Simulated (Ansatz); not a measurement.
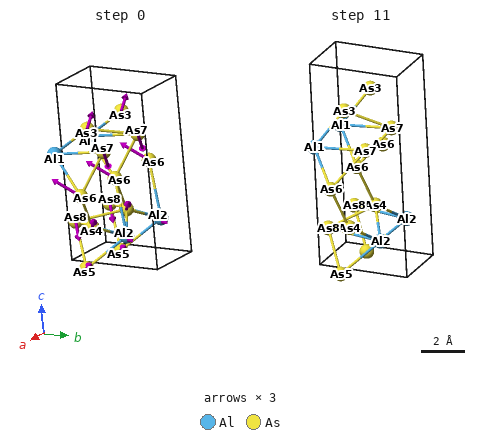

The structure of crystalline AlAs$_{3}$ (a generated structure, set up in P1) (coarse preliminary run) before (left) and after (right) a relaxation, at one scale. The purple arrows give the displacements (the part carried along by the change of the cell is left out), magnified 3 times.

A ball-and-stick model of the cell of the calculation, repeated 2 × 1 × 1 with one cell outlined, seen slightly off an axis.

Method: Ansatz 0.2.0, DFT PBE, scalar-relativistic, plane waves, PAW.

Input
```yaml
crystal:
  lattice:
    - [4.6456611429, 0.0, 0.0]
    - [1.8930588983, 5.0593532437, 0.0]
    - [2.1743617546, 0.4499273428, 8.9338268494]
  atoms:
    - { symbol: Al, position: [0.8715640191, 0.276080691, 0.7063639475] }
    - { symbol: Al, position: [0.1663839286, 0.7460896914, 0.194008703] }
    - { symbol: As, position: [0.2583102597, 0.4297743865, 0.7946860867] }
    - { symbol: As, position: [0.7166513326, 0.579735436, 0.2918027989] }
    - { symbol: As, position: [0.4790747755, 0.367381666, 0.0220019737] }
    - { symbol: As, position: [0.0006803555, 0.5962133954, 0.4980516778] }
    - { symbol: As, position: [0.8072493452, 0.8316227715, 0.7430856855] }
    - { symbol: As, position: [0.200085984, 0.1731019622, 0.2499991267] }
basis:
  ecutwfc: 420
kpoints:
  mp_grid: { grid: [4, 4, 2] }
hamiltonian:
  xc: pbe
scf:
  occupations: { method: gaussian, width: 0.1 }
  lower_state_search: "off"
output:
  forces: true
  stress: true
  eigenvalues: true
relax:
  adjacent_minimum: "off"
  f_tol: 0.04
  max_steps: 70
  cell: { stress_tol: 0.4 }
```

Command:
```bash
ansatz run input.yaml --threads 1 --pin off --max-ram 2560MiB --backend cpu --events-out ev --progress --plain --runs-dir out
```

### Describe what moved and what it gained.

As6 moves most relative to the cell: 0.54 Å along [2 −3 1]. By element the largest moves are As 0.54 Å, Al 0.34 Å. Cell: a 4.646 → 4.161 Å (−10.4 %), b 5.402 → 5.480 Å (+1.5 %), c 9.206 → 10.076 Å (+9.5 %), α 82.6° → 86.4°, β 76.3° → 86.3°, γ 69.5° → 66.6°. Volume +0.2 %. Near-neighbour distances that change, for instance: Al2–As6 2.814 → 3.727 Å, Al1–As5 3.041 → 3.604 Å, As6–As8 3.187 → 3.498 Å, Al2–As4 2.724 → 2.607 Å. Bond angles that change, for instance: Al2–As4–As6 67.4° → 95.8°, As3–Al1–As6 107.6° → 129.3°, As3–Al1–As3 127.9° → 106.6°. The space group stays P1 (No. 1). The energy falls by 41.7 meV per atom in 9 accepted moves (11 points after the start). Largest force component: 0.15 eV/Å at the start, 0.036 eV/Å at the end. The pressure goes from 0.20 to 0.10 GPa. The line search rejected the trial step at point 8 of the run. At 1 point the geometry stayed and the basis and grid were re-selected for the new cell (energy shift of 2.2 meV per atom at most each time).
